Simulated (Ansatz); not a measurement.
H₈N₂SSi

The calculation's input:

```
crystal:
  periodic: [false, false, false]
  atoms:
    - {symbol: Si, position_ang: [-0.565736, 0.121286, 0.143019]}
    - {symbol: S, position_ang: [1.103069, -0.727919, 1.561845]}
    - {symbol: H, position_ang: [-1.404494, 0.663262, -1.021403]}
    - {symbol: H, position_ang: [-1.536036, -0.911561, 0.615171]}
    - {symbol: N, position_ang: [-0.198796, 1.690969, 0.708261]}
    - {symbol: H, position_ang: [1.046589, -1.503578, -0.871648]}
    - {symbol: N, position_ang: [0.496356, -0.751960, -1.283669]}
    - {symbol: H, position_ang: [0.394554, -1.802866, 1.936214]}
    - {symbol: H, position_ang: [-0.675647, 2.493533, 0.331438]}
    - {symbol: H, position_ang: [0.282721, 1.855504, 1.576641]}
    - {symbol: H, position_ang: [1.144209, -0.055264, -1.643669]}
    - {symbol: H, position_ang: [-0.086890, -1.071305, -2.052400]}
basis:
  gaussian: {orbitals: def2-TZVPP}
hamiltonian: {xc: pbe0, dispersion: d4}
output: {orbitals: {seedname: orbitals}}
```

Command:

```sh
ansatz run in.yaml --threads 4 --pin off --events-out ev --progress --plain --max-ram 9574MiB
```

The reactant side of a reaction path; geometry: PBE0-D4/def2-TZVP.

All numbers below come from RKS PBE0-D4/def2-TZVPP in Ansatz 0.2.0.

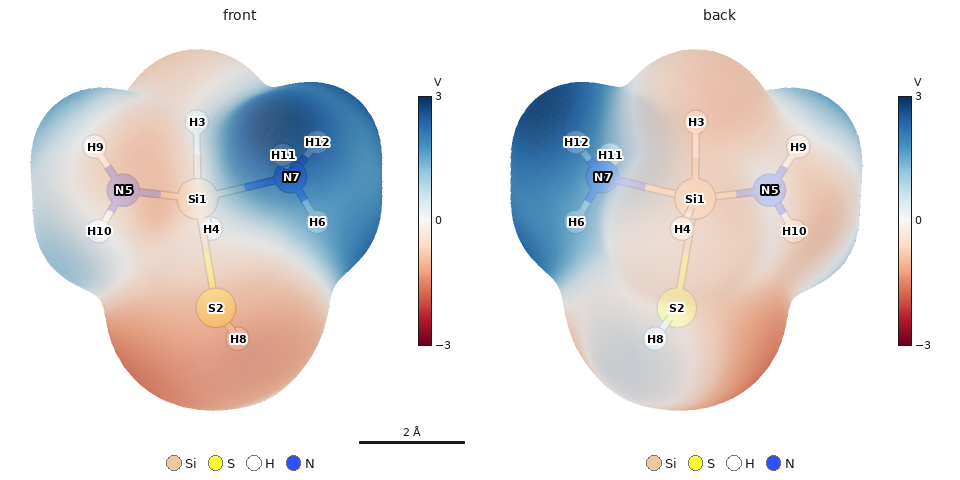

Figure 1. The molecular electrostatic potential painted on the density surface at 0.002 e/bohr³, seen from the front and from behind; red is negative and blue positive.

Where is the surface potential most negative and most positive?

Answer. The most negative region (about −1.5 V) lies over S2, the most positive (about +2.8 V) over H11 and H12.

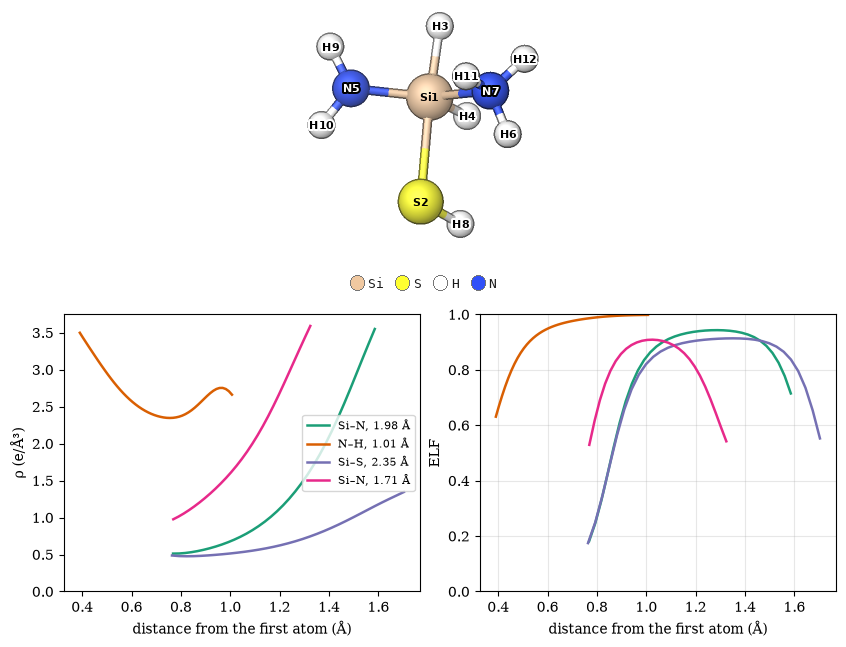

Figure 2. Total electron density and electron localisation function along straight lines between neighbouring atoms. The curves leave out the atomic cores. The structure is drawn too.

Compare the contacts.

Answer. Si–N (1.98 Å): ρ is about 0.67 e/Å³ halfway; the ELF peaks at about 0.95 between the atoms (a polar covalent bond).
N–H (1.01 Å): ρ is about 2.9 e/Å³ halfway; the ELF climbs to about 1 towards the hydrogen, as it does in any bond to H; a covalent bond by its length.
Si–S (2.35 Å): ρ is about 0.6 e/Å³ halfway, with its minimum of 0.48 e/Å³ about 0.8 Å from Si; the ELF peaks at about 0.90 between the atoms; a shared electron pair.
Si–N (1.71 Å): ρ at the midpoint is about 1.2 e/Å³; the ELF peaks at about 0.90 between the atoms (a shared but strongly polarised pair).

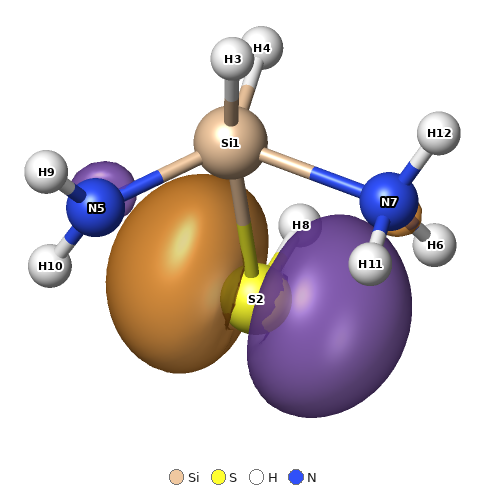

Figure 3. The HOMO at ±0.15 Å⁻³ᐟ² (orange and purple are the two phases), seen from one side.

What is the character of this orbital?

Answer. Its weight (Hirshfeld) is mainly on S2 (about 80 %); largely a lone pair of S2. Its energy is −6.29 eV.
